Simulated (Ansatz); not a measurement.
Input

```
crystal:
  periodic: [false, false, false]
  atoms:
    - {symbol: Si, position_ang: [-0.819824, 0.414028, 0.528093]}
    - {symbol: S, position_ang: [1.173871, 1.141888, -1.814386]}
    - {symbol: C, position_ang: [-0.509821, -1.130755, 1.167966]}
    - {symbol: H, position_ang: [0.911370, -0.097367, -2.257009]}
    - {symbol: H, position_ang: [-1.846018, 0.646608, -0.510107]}
    - {symbol: H, position_ang: [-0.273248, 1.644779, 1.137784]}
    - {symbol: H, position_ang: [2.127331, 0.696124, -0.982008]}
    - {symbol: H, position_ang: [0.198314, -1.289499, 1.972971]}
    - {symbol: H, position_ang: [-0.961878, -2.025904, 0.756796]}
basis:
  gaussian: {orbitals: def2-TZVPP}
hamiltonian: {xc: pbe0, dispersion: d4}
output: {orbitals: {seedname: orbitals}}
```

Launched as:

```sh
ansatz run in.yaml --threads 2 --pin off --events-out ev --progress --plain --max-ram 4352MiB
```

The product side of a reaction path; geometry: PBE0-D4/def2-TZVP.

Computed with RKS PBE0-D4/def2-TZVPP in Ansatz 0.2.0.

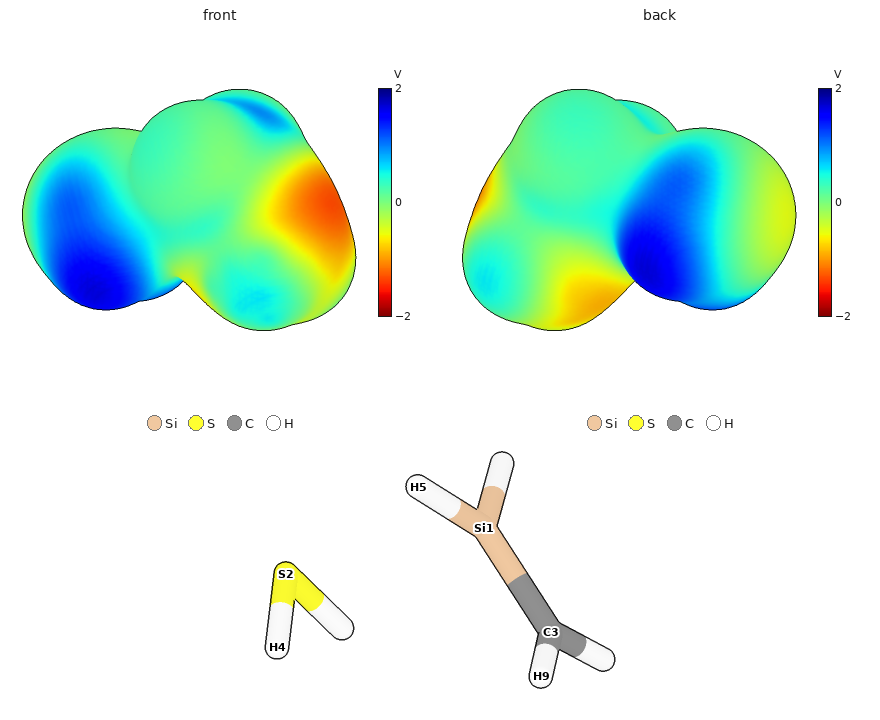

CH₄Si···H₂S. The molecular electrostatic potential painted on the density surface at 0.002 e/bohr³, seen from the front and from behind; the colour scale runs from red (negative) to blue (positive). The bare structure is drawn below in the same view.

> Which sites attract a positive test charge, and which a negative one?

A positive charge is drawn to the negative regions and a negative charge to the positive ones. The most negative region (about −1.3 V) lies over the π face of C3, the most positive (about +1.7 V) over H4 and H7.
